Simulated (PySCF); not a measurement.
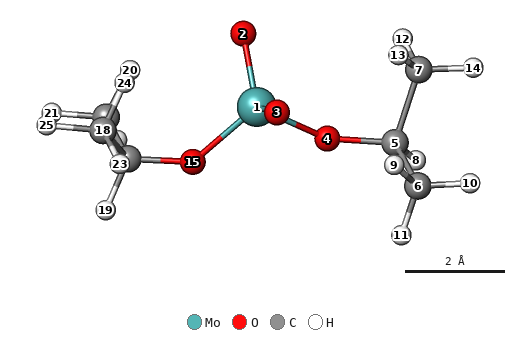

**Figure 1.** The structure as given in the input (ball-and-stick view, seen at a tilt; atoms are numbered from 1 in the order of the input). Sticks mark near contacts. Bond lengths as drawn: C–C 1.51 to 1.58 Å, C–H 0.98 to 1.18 Å, C–O 1.32 to 1.38 Å and Mo–O 1.59 to 1.80 Å.

## C6H14MoO4: geometry relaxation (part 1 of 2)

C6H14MoO4 (MoO2(OiPr)2), SMILES CC(C)[O][Mo](=[O])(=[O])[O]C(C)C, computed with PBE0-D3(BJ)/def2-SVP geometry optimisation, gas phase (PySCF 2.14.0).

It belongs to a series of runs on one base structure; here: ligand (both): Cl to OiPr.

The program's output
```
step   0  E = -605.25701886  max force = 0.128949
step   1  E = -605.31550432  max force = 0.060869
step   2  E = -605.33324395  max force = 0.014347
step   3  E = -605.33440838  max force = 0.005338
step   4  E = -605.33459286  max force = 0.001937
step   5  E = -605.33470924  max force = 0.003509
step   6  E = -605.33404122  max force = 0.012245
step   7  E = -605.33463745  max force = 0.007551
step   8  E = -605.33483679  max force = 0.004494
step   9  E = -605.33490947  max force = 0.001995
step  10  E = -605.33492674  max force = 0.000769
step  11  E = -605.33493591  max force = 0.000814
step  12  E = -605.33494574  max force = 0.001977
step  13  E = -605.33495210  max force = 0.002646
step  14  E = -605.33494307  max force = 0.002526
step  15  E = -605.33494874  max force = 0.001453
step  16  E = -605.33496661  max force = 0.000672
step  17  E = -605.33497506  max force = 0.001454
step  18  E = -605.33497697  max force = 0.001596
step  19  E = -605.33497598  max force = 0.000847
step  20  E = -605.33497552  max force = 0.000505
step  21  E = -605.33497520  max force = 0.000454
step  22  E = -605.33497504  max force = 0.000403
optimisation converged
```

Trajectory as extended XYZ (Å, eV, eV/Å), 19 of the 23 frames kept, from step=0 to step=22
```
25
Properties=species:S:1:pos:R:3:forces:R:3 step=0 energy=-16469.88238
Mo    0.4607   -0.0601    0.2161   -5.8089   1.8590  -1.3852
O     0.6791   -0.4733    1.7471    1.8342  -1.8175   6.1159
O     1.7386    0.5533   -0.5021    6.6308   2.2909  -2.6708
O    -0.7381    1.2778    0.1622   -2.3032   0.1799  -0.2625
C    -0.9376    2.6402    0.2414    3.1633   1.4608   1.3351
C    -0.3387    3.2961   -0.9949   -0.0102  -1.1818   1.0718
C    -0.1252    3.0751    1.5256   -6.6238   1.8788   0.1148
H    -1.9474    2.9572    0.3554   -1.5872  -0.3459   0.1611
H     0.6851    2.9153   -1.0423    0.2413   0.0548  -0.5122
H    -0.3129    4.3583   -0.8860   -0.0817   1.1390  -0.0624
H    -0.9376    2.9864   -1.8350   -0.1118  -0.0491  -0.9027
H    -0.5742    2.6077    2.4236    0.2014  -0.0608  -0.2451
H     0.7955    2.7609    1.3875    5.3714  -1.4282  -0.5236
H    -0.2198    4.1686    1.6760    0.3834  -0.2296  -0.0923
O    -0.2797   -1.3466   -0.7389   -1.6359   0.5135  -2.1248
C    -0.1542   -2.6606   -0.8051   -0.2416  -4.3394  -1.0175
C    -0.7797   -3.2916    0.4118    0.2805  -1.6457  -0.6218
C     1.3116   -3.0181   -0.8996    1.2594  -0.9645  -3.0220
H    -0.6827   -3.0698   -1.7313    0.4144   0.5339   0.7376
H    -0.3881   -2.8572    1.3113    0.5048   0.1656   0.8877
H    -0.6894   -4.3998    0.4034    0.4740   0.3856   0.1506
H    -1.8303   -3.1710    0.4154   -1.6583   0.6482  -0.0254
H     1.7890   -2.5255   -1.8657   -0.8569  -0.8756   1.8210
H     1.8163   -2.6147   -0.0444    0.7086   0.3068   0.9309
H     1.5500   -4.1449   -0.9607   -0.5480   1.5214   0.1418
25
Properties=species:S:1:pos:R:3:forces:R:3 step=1 energy=-16471.47385
Mo    0.4791   -0.0233    0.2405   -1.0532   1.0398  -0.1673
O     0.7548   -0.4628    1.8355    0.5226  -0.2166   0.3130
O     1.8560    0.5813   -0.4935    0.8511  -0.1093   0.0746
O    -0.7417    1.3374    0.1881   -1.1398  -0.5194  -0.1293
C    -0.9467    2.7125    0.2646    2.4109   1.3628   0.9194
C    -0.3639    3.3681   -0.9857   -0.1637  -0.7797   0.7507
C    -0.1522    3.1872    1.5274   -3.1300   0.4750  -0.2805
H    -1.9837    3.0053    0.3819   -0.8236  -0.5017   0.0421
H     0.6735    3.0196   -1.0565    0.1233   0.0367  -0.3561
H    -0.3622    4.4473   -0.8881   -0.1160   0.5451  -0.0853
H    -0.9543    3.0455   -1.8410    0.0268   0.0378  -0.5198
H    -0.5873    2.7227    2.4291    0.1906  -0.1013  -0.0991
H     0.8422    2.8842    1.3984    2.0393  -0.3036  -0.0430
H    -0.2677    4.2768    1.6609    0.3235  -0.0932  -0.0987
O    -0.2634   -1.3860   -0.7366   -0.3056   0.8796  -0.4652
C    -0.1483   -2.7446   -0.8211    0.0610  -2.3890  -0.3092
C    -0.7911   -3.3985    0.3870   -0.2524  -0.7518  -0.4698
C     1.3198   -3.1253   -0.9224    0.8332  -0.2140  -1.8136
H    -0.6738   -3.1204   -1.7447    0.2358   0.4967   0.4534
H    -0.3912   -2.9892    1.3108    0.2939  -0.0025   0.4362
H    -0.7062   -4.5015    0.3534    0.4236   0.2312   0.1138
H    -1.8619   -3.2515    0.3842   -0.7192   0.4778   0.0250
H     1.7935   -2.6396   -1.8498   -0.5658  -0.5465   1.1460
H     1.8483   -2.7486   -0.0488    0.3229   0.0861   0.4378
H     1.5185   -4.2330   -1.0031   -0.3891   0.8596   0.1250
25
Properties=species:S:1:pos:R:3:forces:R:3 step=2 energy=-16471.95657
Mo    0.4876   -0.0092    0.2258    0.0504  -0.1284  -0.1847
O     0.8313   -0.4982    1.7932    0.0365  -0.0687   0.2236
O     1.9316    0.5012   -0.4589    0.2127   0.0236  -0.0798
O    -0.7178    1.3695    0.2056   -0.3797   0.0170   0.0974
C    -0.8945    2.7608    0.3033    0.3835   0.6526   0.0168
C    -0.3929    3.4267   -0.9774   -0.1090  -0.1678   0.2605
C    -0.1814    3.2981    1.5483   -0.6102  -0.2655  -0.2014
H    -1.9794    2.9276    0.4151   -0.0362  -0.0246  -0.0402
H     0.6718    3.1871   -1.1223    0.0158   0.0081  -0.0254
H    -0.4935    4.5195   -0.9069   -0.0460   0.0026  -0.0441
H    -0.9558    3.0672   -1.8514    0.0143   0.0231   0.0091
H    -0.5704    2.7992    2.4482    0.0819  -0.0488   0.0140
H     0.8915    3.1057    1.4658    0.2937   0.0484   0.0504
H    -0.3627    4.3759    1.6647    0.0865   0.0322  -0.0662
O    -0.2280   -1.4137   -0.7429   -0.0470   0.3947  -0.0285
C    -0.1248   -2.8086   -0.8217    0.1910  -0.7378   0.1651
C    -0.8252   -3.4606    0.3630   -0.2207   0.0965  -0.1427
C     1.3377   -3.2231   -0.9351   -0.1404   0.2164   0.3291
H    -0.6456   -3.1036   -1.7465   -0.0549   0.0162  -0.1046
H    -0.3921   -3.1054    1.3111    0.0333  -0.0670   0.0045
H    -0.7424   -4.5558    0.3078    0.1085  -0.0062   0.0452
H    -1.9028   -3.2240    0.3593    0.1132   0.0952   0.0235
H     1.8091   -2.7530   -1.7964    0.1362   0.2149  -0.3184
H     1.8974   -2.9149   -0.0342   -0.0610  -0.0525  -0.0131
H     1.4414   -4.3045   -1.0467   -0.0526  -0.2741   0.0102
25
Properties=species:S:1:pos:R:3:forces:R:3 step=4 energy=-16471.99328
Mo    0.5001    0.0026    0.1543    0.0420  -0.0132   0.0164
O     0.8702   -0.4763    1.7232   -0.0126   0.0221  -0.0494
O     1.9414    0.4993   -0.5562   -0.0475   0.0019   0.0051
O    -0.7281    1.3808    0.1658   -0.0428  -0.0832   0.0158
C    -0.8876    2.7825    0.2947   -0.0247   0.0102  -0.0155
C    -0.3678    3.4691   -0.9525    0.0401   0.0144  -0.0202
C    -0.2229    3.2632    1.5698    0.0790  -0.0061   0.0352
H    -1.9784    2.9418    0.3743    0.0244   0.0182   0.0020
H     0.7041    3.2538   -1.0878   -0.0015   0.0123   0.0098
H    -0.4952    4.5596   -0.8777   -0.0095  -0.0099  -0.0012
H    -0.9063    3.1176   -1.8444    0.0016  -0.0114   0.0076
H    -0.6200    2.7267    2.4437   -0.0006  -0.0039  -0.0069
H     0.8674    3.0958    1.5265   -0.0576   0.0100  -0.0114
H    -0.3975    4.3397    1.7137   -0.0065  -0.0005   0.0063
O    -0.2170   -1.4265   -0.7774    0.0361   0.0996  -0.0309
C    -0.1236   -2.8412   -0.8192   -0.0342  -0.0907   0.0135
C    -0.8207   -3.4343    0.3910    0.0152   0.0311   0.0087
C     1.3281   -3.2671   -0.9395   -0.0045   0.0156   0.0143
H    -0.6635   -3.1392   -1.7360    0.0081  -0.0038   0.0162
H    -0.3424   -3.0793    1.3180    0.0043  -0.0089  -0.0045
H    -0.7617   -4.5326    0.3723   -0.0255  -0.0026  -0.0076
H    -1.8804   -3.1405    0.4116    0.0105  -0.0031   0.0082
H     1.7987   -2.8060   -1.8199    0.0012  -0.0058   0.0058
H     1.8937   -2.9646   -0.0426   -0.0056  -0.0105  -0.0029
H     1.3994   -4.3611   -1.0351    0.0108   0.0181  -0.0146
25
Properties=species:S:1:pos:R:3:forces:R:3 step=5 energy=-16471.99645
Mo    0.5047    0.0214    0.0474    0.0723  -0.0477   0.0698
O     0.9503   -0.4287    1.6052    0.0271   0.0254  -0.0640
O     1.9012    0.5385   -0.7359   -0.0529   0.0077   0.0194
O    -0.7489    1.3732    0.1122   -0.0794   0.1094   0.0003
C    -0.8897    2.7781    0.2827   -0.0146  -0.1218   0.0569
C    -0.3128    3.4960   -0.9183    0.0371   0.0285  -0.0344
C    -0.2693    3.1953    1.6021    0.1653   0.0536   0.0029
H    -1.9791    2.9541    0.3273   -0.0004  -0.0010  -0.0064
H     0.7645    3.2869   -1.0134   -0.0027  -0.0020   0.0089
H    -0.4477    4.5835   -0.8242   -0.0045   0.0120   0.0178
H    -0.8133    3.1667   -1.8397    0.0070  -0.0142  -0.0177
H    -0.6980    2.6230    2.4369   -0.0215   0.0018  -0.0048
H     0.8218    3.0235    1.5910   -0.0783  -0.0145  -0.0144
H    -0.4340    4.2678    1.7882   -0.0417  -0.0283   0.0013
O    -0.2266   -1.4338   -0.8250    0.0191  -0.1328  -0.0788
C    -0.1370   -2.8579   -0.8119   -0.0720   0.1804  -0.0069
C    -0.8127   -3.3906    0.4354    0.1014  -0.0348   0.0532
C     1.3116   -3.2845   -0.9416   -0.0158  -0.0626   0.0025
H    -0.6966   -3.1841   -1.7069    0.0184  -0.0158   0.0271
H    -0.2960   -3.0197    1.3347    0.0041   0.0119   0.0049
H    -0.7824   -4.4904    0.4577   -0.0342   0.0066  -0.0294
H    -1.8599   -3.0647    0.4788   -0.0692   0.0001  -0.0030
H     1.7687   -2.8467   -1.8395    0.0130   0.0119  -0.0189
H     1.8884   -2.9629   -0.0604    0.0165   0.0177   0.0244
H     1.3829   -4.3803   -1.0121    0.0059   0.0083  -0.0107
25
Properties=species:S:1:pos:R:3:forces:R:3 step=6 energy=-16471.97827
Mo    0.4931    0.0726   -0.2727    0.1145  -0.0897   0.1136
O     1.1950   -0.2861    1.2114    0.1020   0.0060   0.0502
O     1.7143    0.6463   -1.2791   -0.0366   0.0114   0.0279
O    -0.8111    1.3532   -0.0266   -0.0815   0.3885  -0.0036
C    -0.8911    2.7530    0.2661   -0.0476  -0.3456   0.1703
C    -0.1650    3.5398   -0.7989    0.0196   0.0788  -0.0426
C    -0.3848    2.9937    1.6771    0.2655   0.1443  -0.0494
H    -1.9673    2.9901    0.2287   -0.0467  -0.0150  -0.0314
H     0.9135    3.3185   -0.7875   -0.0050  -0.0090  -0.0178
H    -0.3002    4.6195   -0.6453    0.0047   0.0436   0.0442
H    -0.5637    3.2867   -1.7906    0.0271  -0.0082  -0.0578
H    -0.9006    2.3454    2.3984   -0.0553   0.0151  -0.0053
H     0.6978    2.7862    1.7455   -0.0792  -0.0575  -0.0368
H    -0.5258    4.0458    1.9733   -0.0954  -0.0582  -0.0318
O    -0.2703   -1.4567   -0.9618   -0.0340  -0.5463  -0.0784
C    -0.1706   -2.8854   -0.7842   -0.1319   0.6297  -0.1165
C    -0.7895   -3.2524    0.5454    0.1948  -0.1466   0.1175
C     1.2749   -3.3068   -0.9234   -0.0216  -0.2170   0.0143
H    -0.7689   -3.3040   -1.6128    0.0392  -0.0274   0.0415
H    -0.1962   -2.8276    1.3697    0.0097   0.0486   0.0093
H    -0.8133   -4.3445    0.6849   -0.0372   0.0212  -0.0601
H    -1.8090   -2.8617    0.6179   -0.1829   0.0113  -0.0111
H     1.6978   -2.9435   -1.8675    0.0365   0.0408  -0.0860
H     1.8728   -2.9137   -0.0891    0.0499   0.0692   0.0425
H     1.3582   -4.4045   -0.9084   -0.0084   0.0120  -0.0028
25
Properties=species:S:1:pos:R:3:forces:R:3 step=7 energy=-16471.99449
Mo    0.5037    0.0479   -0.1167    0.0722  -0.0585   0.0860
O     1.0853   -0.3562    1.4075    0.0580   0.0165   0.0154
O     1.8133    0.5988   -1.0182   -0.0176   0.0157   0.0198
O    -0.7806    1.3627    0.0402   -0.0850   0.2367   0.0041
C    -0.8924    2.7658    0.2738    0.0017  -0.2071   0.1117
C    -0.2386    3.5248   -0.8593    0.0185   0.0412  -0.0277
C    -0.3272    3.0937    1.6438    0.1642   0.0884  -0.0401
H    -1.9767    2.9700    0.2762   -0.0271  -0.0104  -0.0194
H     0.8409    3.3112   -0.9002   -0.0033  -0.0070  -0.0067
H    -0.3736    4.6082   -0.7304   -0.0003   0.0273   0.0257
H    -0.6879    3.2363   -1.8197    0.0141  -0.0099  -0.0365
H    -0.8015    2.4797    2.4220   -0.0313   0.0063  -0.0032
H     0.7599    2.9047    1.6723   -0.0553  -0.0341  -0.0183
H    -0.4808    4.1568    1.8868   -0.0602  -0.0404  -0.0135
O    -0.2486   -1.4460   -0.8963   -0.0075  -0.3376  -0.0946
C    -0.1552   -2.8741   -0.7996   -0.0909   0.3883  -0.0385
C    -0.8030   -3.3244    0.4924    0.1271  -0.0850   0.0734
C     1.2921   -3.2986   -0.9326   -0.0155  -0.1283   0.0026
H    -0.7342   -3.2492   -1.6620    0.0252  -0.0215   0.0273
H    -0.2491   -2.9229    1.3552    0.0075   0.0258   0.0069
H    -0.7997   -4.4223    0.5731   -0.0280   0.0135  -0.0412
H    -1.8385   -2.9692    0.5506   -0.1137   0.0066  -0.0088
H     1.7326   -2.8998   -1.8554    0.0230   0.0277  -0.0510
H     1.8795   -2.9382   -0.0748    0.0294   0.0387   0.0313
H     1.3700   -4.3962   -0.9579   -0.0051   0.0070  -0.0049
25
Properties=species:S:1:pos:R:3:forces:R:3 step=9 energy=-16472.00189
Mo    0.5104    0.0399   -0.0576   -0.0205   0.0025   0.0125
O     1.0741   -0.3705    1.4714    0.0111  -0.0038   0.0104
O     1.8330    0.5973   -0.9330    0.0090   0.0031  -0.0113
O    -0.7714    1.3637    0.0717   -0.0150   0.0252   0.0183
C    -0.8920    2.7639    0.2811    0.0222  -0.0226  -0.0070
C    -0.2481    3.5130   -0.8689   -0.0076   0.0001   0.0072
C    -0.3166    3.1292    1.6365   -0.0292   0.0056  -0.0111
H    -1.9784    2.9605    0.2844   -0.0077   0.0034  -0.0003
H     0.8317    3.3009   -0.9116    0.0020   0.0000  -0.0020
H    -0.3847    4.5977   -0.7467   -0.0002   0.0031   0.0006
H    -0.6976    3.2125   -1.8264    0.0013   0.0003  -0.0020
H    -0.7880    2.5336    2.4312    0.0016   0.0004   0.0034
H     0.7682    2.9409    1.6596    0.0240  -0.0045   0.0042
H    -0.4849    4.1947    1.8527   -0.0001  -0.0014   0.0012
O    -0.2397   -1.4407   -0.8740    0.0346  -0.0800  -0.0311
C    -0.1557   -2.8612   -0.8049   -0.0254   0.1026   0.0062
C    -0.8009   -3.3448    0.4788    0.0019  -0.0187   0.0031
C     1.2886   -3.2999   -0.9541    0.0040  -0.0155  -0.0090
H    -0.7369   -3.2232   -1.6708   -0.0036  -0.0112   0.0027
H    -0.2513   -2.9597    1.3522    0.0013  -0.0011   0.0026
H    -0.7968   -4.4441    0.5251    0.0018   0.0014  -0.0015
H    -1.8432   -3.0003    0.5416   -0.0044   0.0046   0.0006
H     1.7259   -2.8911   -1.8762    0.0004   0.0037  -0.0024
H     1.8874   -2.9517   -0.0969    0.0026   0.0037   0.0012
H     1.3570   -4.3971   -0.9949   -0.0042  -0.0010   0.0036
25
Properties=species:S:1:pos:R:3:forces:R:3 step=10 energy=-16472.00236
Mo    0.5155    0.0414   -0.0610   -0.0270   0.0090  -0.0040
O     1.0894   -0.3678    1.4646   -0.0020  -0.0035   0.0031
O     1.8315    0.6041   -0.9429    0.0036  -0.0003  -0.0063
O    -0.7699    1.3625    0.0735    0.0130  -0.0166   0.0198
C    -0.8909    2.7615    0.2838    0.0029   0.0113  -0.0208
C    -0.2404    3.5140   -0.8607   -0.0037  -0.0039   0.0068
C    -0.3245    3.1264    1.6427   -0.0340  -0.0072   0.0021
H    -1.9776    2.9584    0.2802    0.0007   0.0031   0.0018
H     0.8401    3.3040   -0.8964    0.0004   0.0012  -0.0007
H    -0.3797    4.5983   -0.7367    0.0000  -0.0024  -0.0020
H    -0.6817    3.2147   -1.8225   -0.0021   0.0015   0.0034
H    -0.8012    2.5303    2.4341    0.0044  -0.0009   0.0007
H     0.7603    2.9385    1.6735    0.0186   0.0015   0.0031
H    -0.4969    4.1912    1.8584    0.0083   0.0044   0.0014
O    -0.2348   -1.4395   -0.8790    0.0396  -0.0095  -0.0128
C    -0.1582   -2.8575   -0.8071   -0.0157   0.0180   0.0102
C    -0.7975   -3.3386    0.4811   -0.0130  -0.0018  -0.0070
C     1.2825   -3.3067   -0.9654    0.0029   0.0055  -0.0066
H    -0.7466   -3.2205   -1.6679   -0.0058  -0.0028  -0.0004
H    -0.2399   -2.9579    1.3515    0.0000  -0.0032   0.0008
H    -0.8001   -4.4380    0.5249    0.0040  -0.0006   0.0040
H    -1.8379   -2.9882    0.5508    0.0110   0.0014   0.0018
H     1.7159   -2.9029   -1.8920   -0.0030  -0.0022   0.0035
H     1.8899   -2.9594   -0.1136   -0.0022  -0.0016  -0.0042
H     1.3427   -4.4045   -1.0033   -0.0007  -0.0004   0.0023
25
Properties=species:S:1:pos:R:3:forces:R:3 step=11 energy=-16472.00261
Mo    0.5232    0.0433   -0.0655   -0.0202   0.0054  -0.0106
O     1.1039   -0.3674    1.4573   -0.0093  -0.0020  -0.0042
O     1.8341    0.6119   -0.9511   -0.0034  -0.0015   0.0000
O    -0.7659    1.3605    0.0761    0.0246  -0.0295   0.0199
C    -0.8895    2.7586    0.2881   -0.0138   0.0249  -0.0215
C    -0.2344    3.5150   -0.8511    0.0014  -0.0031   0.0017
C    -0.3320    3.1223    1.6508   -0.0141  -0.0105   0.0101
H    -1.9765    2.9545    0.2787    0.0050   0.0001   0.0021
H     0.8470    3.3087   -0.8813   -0.0011   0.0009   0.0007
H    -0.3779    4.5986   -0.7259    0.0003  -0.0035  -0.0023
H    -0.6690    3.2163   -1.8162   -0.0033   0.0018   0.0046
H    -0.8121    2.5239    2.4385    0.0037  -0.0011  -0.0008
H     0.7534    2.9364    1.6883    0.0030   0.0039   0.0004
H    -0.5079    4.1863    1.8674    0.0088   0.0048   0.0008
O    -0.2258   -1.4369   -0.8867    0.0379   0.0359  -0.0052
C    -0.1603   -2.8535   -0.8115   -0.0116  -0.0418   0.0123
C    -0.7951   -3.3290    0.4815   -0.0118   0.0087  -0.0079
C     1.2756   -3.3159   -0.9782    0.0006   0.0144  -0.0031
H    -0.7569   -3.2155   -1.6672   -0.0054   0.0047  -0.0013
H    -0.2281   -2.9540    1.3483   -0.0008  -0.0024  -0.0009
H    -0.8075   -4.4282    0.5248    0.0026  -0.0014   0.0044
H    -1.8317   -2.9686    0.5584    0.0125  -0.0014   0.0016
H     1.7060   -2.9187   -1.9090   -0.0036  -0.0047   0.0043
H     1.8918   -2.9707   -0.1318   -0.0037  -0.0030  -0.0055
H     1.3256   -4.4143   -1.0123    0.0016   0.0004   0.0002
```
